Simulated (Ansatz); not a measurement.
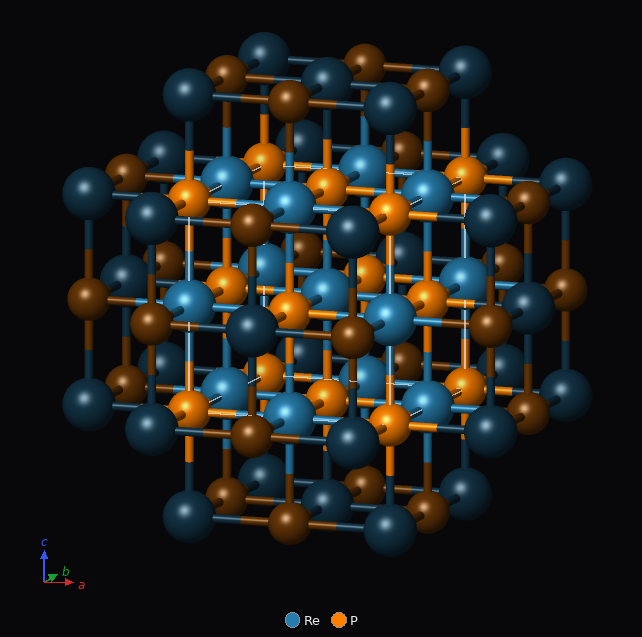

Shown here is a ball-and-stick view of the crystal, taken slightly off an axis. The parallelepiped is the conventional unit cell. Atoms just outside the outline that bond to atoms inside are added, in fainter colours.

ReP, rock salt (NaCl type), space group Fm-3m (No. 225), a = 4.916 Å, b = 4.916 Å, c = 4.916 Å, α = 90.00°, β = 90.00°, γ = 90.00°. Starting structure: a structure type filled with these elements by a generator (whether the compound takes this form wasn't checked). Earlier steps of the study, as a rule a relaxation of our own, may have changed the cell and positions, so they can lie some per cent off the listed ones. A calculation with Ansatz used it as input.

This one geometry was computed with Ansatz (DFT, plane waves, PAW) at five levels of theory: r2SCAN, PBE, PBEsol, PBE with spin-orbit coupling and LDA.

### Which level gives the highest pressure at this volume, and what does that say about its equilibrium volume?

Highest: PBE with spin-orbit coupling (1.3 GPa), which points to the largest equilibrium volume. Lowest, with the smallest volume: LDA (-9.9 GPa). Levels within 0.5 GPa of each other can't be told apart.

### How does the band gap change with the level of theory?

All levels give a metal.

### Collect the results in a table.

| level | cutoff (eV) | k-mesh of the run's cell | gap (eV) | pressure (GPa) |
| --- | --- | --- | --- | --- |
| r2SCAN | 500 | 12×12×12 | metal | -3.3 |
| PBE | 420 | 12×12×12 | metal | 0.0 |
| PBEsol | 420 | 12×12×12 | metal | -6.5 |
| PBE with spin-orbit coupling | 420 | 12×12×12 | metal | 1.3 |
| LDA | 420 | 12×12×12 | metal | -9.9 |

Gaps are taken on the k-mesh or band path of each run.
